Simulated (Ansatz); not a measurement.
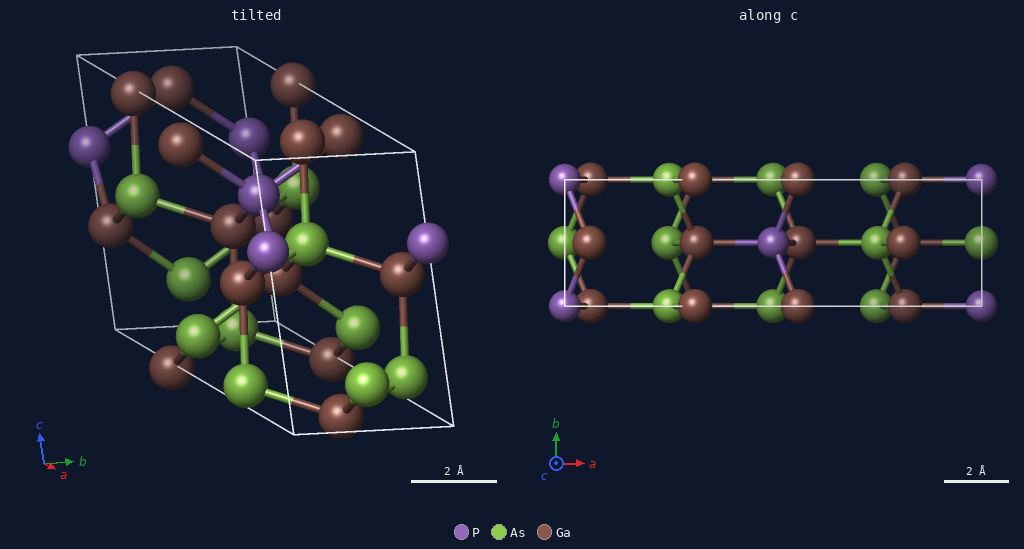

The crystal in a ball-and-stick representation, seen slightly off an axis and along the c axis. The edges of the conventional unit cell are marked.

Ga4As3P, space group Cm (No. 8), a = 14.733 Å, b = 3.958 Å, c = 6.847 Å, α = 90.00°, β = 117.68°, γ = 90.00°. Starting structure: a structure type filled with these elements by a generator (whether the compound takes this form wasn't checked). Earlier steps of the study, as a rule a relaxation of our own, may have changed the cell and positions, so they can lie some per cent off the listed ones. Ansatz was used for an electronic-structure calculation on it.

This one geometry was computed with Ansatz (DFT, plane waves, PAW) at five levels of theory: HSE06, PBE with spin-orbit coupling, PBE, PBE0 and r2SCAN. It was relaxed beforehand with r2SCAN.

Q: Which level gives the highest pressure at this volume, and what does that say about its equilibrium volume?

A: Highest: PBE with spin-orbit coupling (2.7 GPa) and PBE (2.7 GPa), which points to the largest equilibrium volume. Lowest, with the smallest volume: PBE0 (0.5 GPa) and r2SCAN (0.0 GPa). Levels within 0.5 GPa of each other can't be told apart.

Q: How does the band gap change with the level of theory?

A: PBE with spin-orbit coupling: a gap of 0.65 eV, direct; PBE: a gap of 0.74 eV, direct; r2SCAN: a gap of 1.18 eV, direct; HSE06: a gap of 1.55 eV, direct; PBE0: a gap of 2.17 eV, direct.

Q: Collect the results in a table.

A:
| level | cutoff (eV) | k-mesh of the run's cell | gap (eV) | pressure (GPa) |
| --- | --- | --- | --- | --- |
| HSE06 | 420 | 4×4×4 | 1.55 | 0.7 |
| PBE with spin-orbit coupling | 420 | 6×6×4 | 0.65 | 2.7 |
| PBE | 420 | 6×6×4 | 0.74 | 2.7 |
| PBE0 | 420 | 4×4×4 | 2.17 | 0.5 |
| r2SCAN | 500 | 6×6×4 | 1.18 | 0.0 |

Gaps are taken on the k-mesh or band path of each run.
